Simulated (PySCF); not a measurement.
## C3H8O2Si2: geometry relaxation (part 1 of 2)

The run: geometry relaxation of C3H8O2Si2. Method and program: PBE0-D3(BJ)/def2-SVP geometry optimisation, gas phase (PySCF 2.14.0).

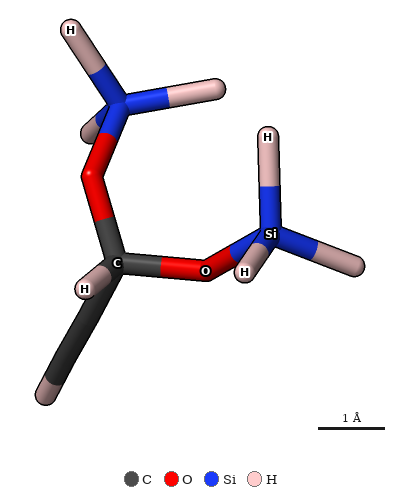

*The input geometry (stick view, seen at a tilt).*

Bond lengths as drawn: C–C 1.21 to 1.43 Å, C–H 1.05 to 1.14 Å, C–O 1.37 Å, H–Si 1.44 to 1.48 Å and O–Si 1.63 to 1.65 Å.

Summary

- outcome: converged
- total energy: −847.602974 hartree
- dipole moment: 0.69 D
- point group: C1
- hardware: 1 CPU thread, shared host
- wall time: 4.4 min
- peak memory: 0.77 GiB

Input file
```
{"job": {"xc": "PBE0", "basis": "def2-SVP", "d3": "d3bj", "grid": 2, "kind": "geom", "shake": 0.01}, "charge": 0, "multiplicity": 1}
C      0.464021     0.392762    -0.666129
O      0.947735     0.444015     0.613420
Si     0.834398    -0.711941     1.750697
O     -0.894422     0.228291    -0.686396
Si    -2.067602     1.215409    -0.089429
C      1.063510    -0.624790    -1.477172
C      1.572863    -1.527440    -2.093193
H      0.700630     1.404603    -1.126847
H     -0.531968    -1.037699     2.114211
H      1.541050     0.013136     2.826187
H      1.533142    -1.931057     1.336812
H     -3.227134     0.451257    -0.462309
H     -1.999418     2.543649    -0.739356
H     -1.950343     1.415707     1.372737
H      2.002613    -2.301275    -2.658564
```

The first line tells a small driver script what to run in PySCF; the rest is the geometry in Å.

Command:
```bash
OMP_NUM_THREADS=1 python <driver script> task.json out
```

Output
```
step   0  E = -847.59062812  max force = 0.047200
step   1  E = -847.60130438  max force = 0.012967
step   2  E = -847.60203836  max force = 0.002169
step   3  E = -847.60219461  max force = 0.001981
step   4  E = -847.60231601  max force = 0.001567
step   5  E = -847.60239170  max force = 0.000688
step   6  E = -847.60243813  max force = 0.000840
step   7  E = -847.60246855  max force = 0.000953
step   8  E = -847.60249202  max force = 0.000653
step   9  E = -847.60253396  max force = 0.000899
step  10  E = -847.60260394  max force = 0.001913
step  11  E = -847.60268422  max force = 0.002354
step  12  E = -847.60282360  max force = 0.002068
step  13  E = -847.60287649  max force = 0.001080
step  14  E = -847.60293908  max force = 0.000544
step  15  E = -847.60296566  max force = 0.000640
step  16  E = -847.60297399  max force = 0.000406
optimisation converged
```

Trajectory as extended XYZ (Å, eV, eV/Å), 17 frames, from step=0 to step=16
```
15
Properties=species:S:1:pos:R:3:forces:R:3 step=0 energy=-23064.11577
C     0.4640    0.3928   -0.6661   -0.1252   2.4271  -0.6008
O     0.9477    0.4440    0.6134    0.2974   1.1352  -0.8848
Si    0.8344   -0.7119    1.7507    0.6836  -0.4202   1.2073
O    -0.8944    0.2283   -0.6864   -0.1228  -0.9186  -0.2707
Si   -2.0676    1.2154   -0.0894    0.1396   0.5570   0.2991
C     1.0635   -0.6248   -1.4772    0.5558  -1.0172  -0.3432
C     1.5729   -1.5274   -2.0932   -0.2725   0.5728   0.2569
H     0.7006    1.4046   -1.1268    0.0456  -0.6577   0.2718
H    -0.5320   -1.0377    2.1142   -0.7920  -0.1618   0.2106
H     1.5411    0.0131    2.8262    0.0396  -0.2655   0.4796
H     1.5331   -1.9311    1.3368    0.2424  -0.4842  -0.0843
H    -3.2271    0.4513   -0.4623   -1.0573  -0.2390  -0.0960
H    -1.9994    2.5436   -0.7394   -0.0414   0.2619  -0.1451
H    -1.9503    1.4157    1.3727   -0.0438  -0.0160   0.2517
H     2.0026   -2.3013   -2.6586    0.4510  -0.7741  -0.5520
15
Properties=species:S:1:pos:R:3:forces:R:3 step=1 energy=-23064.40629
C     0.4833    0.5165   -0.7108   -0.1517  -0.6668   0.3965
O     1.0035    0.6210    0.5780    0.0393   0.0559   0.1706
Si    0.9488   -0.5578    1.7914   -0.0656   0.0616  -0.2133
O    -0.8856    0.2554   -0.6952   -0.2148   0.0992   0.0221
Si   -2.0949    1.2736   -0.1086    0.2314  -0.0124   0.0183
C     1.1321   -0.5685   -1.4702   -0.0708   0.1920  -0.0115
C     1.6670   -1.4390   -2.1138    0.1352  -0.2592  -0.0928
H     0.6909    1.4695   -1.2034    0.0739   0.4268  -0.1855
H    -0.4668   -0.8699    2.1435    0.0066  -0.0397   0.0116
H     1.6308    0.0271    2.9789    0.0089   0.0717  -0.1067
H     1.6547   -1.7987    1.3567   -0.0253   0.0115   0.0033
H    -3.3936    0.6297   -0.4279    0.0231  -0.0789  -0.0646
H    -2.0065    2.6061   -0.7840    0.0376  -0.0129   0.0446
H    -1.9817    1.4403    1.3714    0.0051   0.0401  -0.0342
H     2.1309   -2.2396   -2.6663   -0.0327   0.1112   0.0415
15
Properties=species:S:1:pos:R:3:forces:R:3 step=2 energy=-23064.42626
C     0.4546    0.4877   -0.7065    0.0116   0.1115  -0.0540
O     0.9765    0.6178    0.5766   -0.0361  -0.0067   0.0531
Si    0.9416   -0.5585    1.7843    0.0116   0.0151  -0.0135
O    -0.9141    0.2349   -0.6922    0.0020  -0.1060   0.0238
Si   -2.0871    1.2811   -0.0990    0.0255   0.0045   0.0055
C     1.1214   -0.5838   -1.4702   -0.0635   0.0237  -0.0172
C     1.6800   -1.4433   -2.1118   -0.0021  -0.0055   0.0618
H     0.6554    1.4572   -1.2058    0.0111  -0.0504  -0.0243
H    -0.4609   -0.8985    2.1633    0.0047  -0.0205  -0.0109
H     1.6328    0.0708    2.9395    0.0103   0.0156  -0.0024
H     1.6669   -1.7881    1.3538   -0.0226  -0.0106  -0.0080
H    -3.3904    0.6628   -0.4547    0.0082  -0.0113  -0.0146
H    -1.9457    2.6175   -0.7537    0.0276   0.0116   0.0226
H    -1.9858    1.4328    1.3817   -0.0008   0.0167  -0.0034
H     2.1679   -2.2245   -2.6654    0.0126   0.0123  -0.0186
15
Properties=species:S:1:pos:R:3:forces:R:3 step=3 energy=-23064.43051
C     0.4384    0.4843   -0.7146    0.0375   0.0935  -0.0711
O     0.9578    0.6279    0.5677   -0.0104   0.0560   0.0100
Si    0.9375   -0.5514    1.7705    0.0308  -0.0185   0.0372
O    -0.9267    0.2205   -0.6915    0.0023  -0.1019  -0.0182
Si   -2.0805    1.2784   -0.0866   -0.0438   0.0436   0.0092
C     1.1122   -0.5894   -1.4658   -0.0133  -0.0228  -0.0513
C     1.6860   -1.4499   -2.0925   -0.0066   0.0221   0.0517
H     0.6330    1.4489   -1.2289   -0.0052  -0.0668   0.0292
H    -0.4586   -0.9127    2.1530    0.0020  -0.0027  -0.0034
H     1.6293    0.0887    2.9196    0.0013  -0.0058   0.0103
H     1.6698   -1.7738    1.3320   -0.0075  -0.0066  -0.0012
H    -3.3896    0.6868   -0.4667    0.0000   0.0117   0.0035
H    -1.9005    2.6229   -0.7146    0.0134   0.0091   0.0083
H    -1.9862    1.4101    1.3962   -0.0096  -0.0035   0.0043
H     2.1910   -2.2254   -2.6381    0.0091  -0.0074  -0.0184
15
Properties=species:S:1:pos:R:3:forces:R:3 step=4 energy=-23064.43381
C     0.4122    0.4720   -0.7248    0.0471   0.0641  -0.0806
O     0.9316    0.6382    0.5561   -0.0363   0.0327  -0.0276
Si    0.9468   -0.5393    1.7611    0.0301  -0.0391   0.0469
O    -0.9517    0.2004   -0.6978    0.0332  -0.0711   0.0054
Si   -2.0804    1.2779   -0.0775   -0.0453   0.0634   0.0129
C     1.0964   -0.6023   -1.4644   -0.0076  -0.0333  -0.0077
C     1.6905   -1.4614   -2.0737    0.0097   0.0150   0.0095
H     0.5998    1.4291   -1.2525   -0.0047  -0.0156   0.0240
H    -0.4369   -0.9349    2.1541   -0.0049   0.0152   0.0037
H     1.6361    0.1191    2.9017   -0.0040  -0.0150   0.0087
H     1.6953   -1.7492    1.3158    0.0116   0.0038   0.0033
H    -3.4002    0.7496   -0.5100   -0.0069   0.0193   0.0100
H    -1.8268    2.6368   -0.6473   -0.0030  -0.0025  -0.0079
H    -2.0166    1.3585    1.4104   -0.0146  -0.0258   0.0054
H     2.2167   -2.2287   -2.6113   -0.0045  -0.0112  -0.0060
15
Properties=species:S:1:pos:R:3:forces:R:3 step=5 energy=-23064.43587
C     0.3921    0.4647   -0.7395    0.0147   0.0009  -0.0256
O     0.9070    0.6488    0.5422   -0.0197  -0.0003  -0.0211
Si    0.9594   -0.5255    1.7517    0.0115  -0.0272   0.0147
O    -0.9715    0.1877   -0.7090    0.0196  -0.0005   0.0089
Si   -2.0813    1.2773   -0.0680   -0.0060   0.0354   0.0093
C     1.0821   -0.6156   -1.4649    0.0033  -0.0122   0.0144
C     1.6891   -1.4780   -2.0564    0.0121   0.0106  -0.0179
H     0.5759    1.4164   -1.2761   -0.0013   0.0048   0.0082
H    -0.4124   -0.9559    2.1500   -0.0042   0.0173   0.0044
H     1.6360    0.1517    2.8887   -0.0018  -0.0084   0.0048
H     1.7351   -1.7181    1.3060    0.0176   0.0117   0.0042
H    -3.4074    0.8217   -0.5591   -0.0102   0.0140   0.0049
H    -1.7577    2.6501   -0.5649   -0.0120  -0.0079  -0.0146
H    -2.0597    1.2856    1.4232   -0.0112  -0.0277   0.0003
H     2.2264   -2.2449   -2.5840   -0.0121  -0.0106   0.0052
15
Properties=species:S:1:pos:R:3:forces:R:3 step=6 energy=-23064.43714
C     0.3828    0.4623   -0.7463   -0.0130  -0.0267   0.0094
O     0.8938    0.6529    0.5368   -0.0148  -0.0262  -0.0054
Si    0.9752   -0.5193    1.7485   -0.0015   0.0020  -0.0129
O    -0.9820    0.1879   -0.7188    0.0057   0.0432   0.0216
Si   -2.0853    1.2804   -0.0662    0.0205  -0.0087  -0.0012
C     1.0719   -0.6236   -1.4641    0.0096   0.0008   0.0204
C     1.6792   -1.4913   -2.0474    0.0056   0.0024  -0.0238
H     0.5692    1.4114   -1.2854    0.0049   0.0158  -0.0073
H    -0.3872   -0.9798    2.1454   -0.0019   0.0067   0.0000
H     1.6330    0.1737    2.8870   -0.0001  -0.0005   0.0001
H     1.7832   -1.6912    1.3057    0.0117   0.0087   0.0028
H    -3.4110    0.8752   -0.6011   -0.0062   0.0054  -0.0018
H    -1.7214    2.6612   -0.5092   -0.0094  -0.0041  -0.0089
H    -2.1018    1.2304    1.4242   -0.0017  -0.0136  -0.0012
H     2.2134   -2.2645   -2.5692   -0.0094  -0.0053   0.0083
15
Properties=species:S:1:pos:R:3:forces:R:3 step=7 energy=-23064.43796
C     0.3799    0.4634   -0.7493   -0.0299  -0.0231   0.0263
O     0.8860    0.6541    0.5356    0.0038  -0.0276   0.0118
Si    0.9890   -0.5176    1.7464   -0.0072   0.0221  -0.0219
O    -0.9862    0.1958   -0.7262   -0.0080   0.0490   0.0087
Si   -2.0885    1.2853   -0.0660    0.0257  -0.0345  -0.0072
C     1.0651   -0.6282   -1.4624    0.0085   0.0074   0.0142
C     1.6658   -1.5025   -2.0429   -0.0051  -0.0027  -0.0144
H     0.5727    1.4115   -1.2880    0.0062   0.0071  -0.0138
H    -0.3654   -1.0109    2.1315    0.0014  -0.0061  -0.0042
H     1.6187    0.1897    2.8920   -0.0002   0.0044  -0.0024
H     1.8349   -1.6647    1.3099    0.0030   0.0016   0.0012
H    -3.4120    0.9103   -0.6288    0.0005  -0.0023  -0.0048
H    -1.7068    2.6718   -0.4736   -0.0023   0.0010   0.0012
H    -2.1299    1.1935    1.4219    0.0046   0.0035  -0.0002
H     2.1899   -2.2854   -2.5602   -0.0012   0.0003   0.0054
15
Properties=species:S:1:pos:R:3:forces:R:3 step=8 energy=-23064.43860
C     0.3768    0.4648   -0.7506   -0.0276  -0.0073   0.0196
O     0.8780    0.6546    0.5360    0.0137  -0.0141   0.0154
Si    1.0023   -0.5181    1.7429   -0.0069   0.0235  -0.0144
O    -0.9906    0.2062   -0.7330   -0.0104   0.0320  -0.0074
Si   -2.0908    1.2920   -0.0655    0.0139  -0.0336  -0.0055
C     1.0572   -0.6326   -1.4593    0.0056   0.0049   0.0045
C     1.6500   -1.5137   -2.0376   -0.0122  -0.0052  -0.0017
H     0.5776    1.4114   -1.2899    0.0053  -0.0038  -0.0098
H    -0.3411   -1.0552    2.1072    0.0030  -0.0129  -0.0067
H     1.5936    0.2042    2.8997   -0.0017   0.0054  -0.0021
H     1.8935   -1.6335    1.3146   -0.0020  -0.0035   0.0008
H    -3.4119    0.9398   -0.6490    0.0042  -0.0064  -0.0032
H    -1.6969    2.6830   -0.4447    0.0024   0.0039   0.0078
H    -2.1493    1.1689    1.4196    0.0067   0.0133   0.0020
H     2.1644   -2.3059   -2.5505    0.0058   0.0038   0.0007
15
Properties=species:S:1:pos:R:3:forces:R:3 step=9 energy=-23064.43974
C     0.3696    0.4676   -0.7548   -0.0157   0.0172   0.0082
O     0.8599    0.6556    0.5358    0.0347   0.0201   0.0138
Si    1.0273   -0.5200    1.7323   -0.0069   0.0094   0.0052
O    -1.0003    0.2293   -0.7482   -0.0102  -0.0098  -0.0462
Si   -2.0927    1.3074   -0.0609   -0.0116  -0.0105   0.0066
C     1.0394   -0.6429   -1.4530   -0.0056   0.0007  -0.0107
C     1.6162   -1.5382   -2.0258   -0.0170  -0.0092   0.0214
H     0.5886    1.4096   -1.2961    0.0012  -0.0196  -0.0020
H    -0.2845   -1.1617    2.0380    0.0057  -0.0182  -0.0088
H     1.5196    0.2298    2.9178   -0.0049   0.0043  -0.0001
H     2.0197   -1.5562    1.3284   -0.0058  -0.0090  -0.0006
H    -3.4107    0.9973   -0.6755    0.0077  -0.0117   0.0016
H    -1.6780    2.7056   -0.3872    0.0071   0.0053   0.0143
H    -2.1751    1.1299    1.4175    0.0067   0.0225   0.0051
H     2.1138   -2.3473   -2.5284    0.0146   0.0084  -0.0078
```
